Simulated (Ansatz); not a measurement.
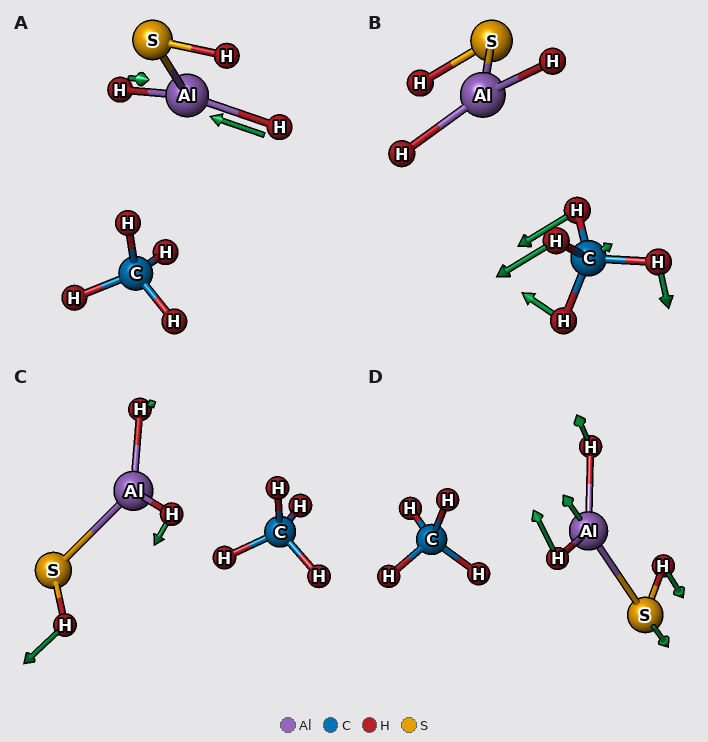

4 normal modes of one molecule or complex, as arrows. Harmonic vibrations computed with RKS PBE0-D4/def2-TZVP (Ansatz 0.2.0) at a stationary point of the same level. It is a saddle point of order 1.

Match the panels to the wavenumbers 489 cm⁻¹, 682 cm⁻¹, 1282 cm⁻¹, 1941 cm⁻¹.

Answer. A: 1941 cm⁻¹, in-phase stretching of 2 Al–H bonds
B: 1282 cm⁻¹, H–C–H bending
C: 682 cm⁻¹, Al–S–H bending
D: 489 cm⁻¹, Al–S stretching
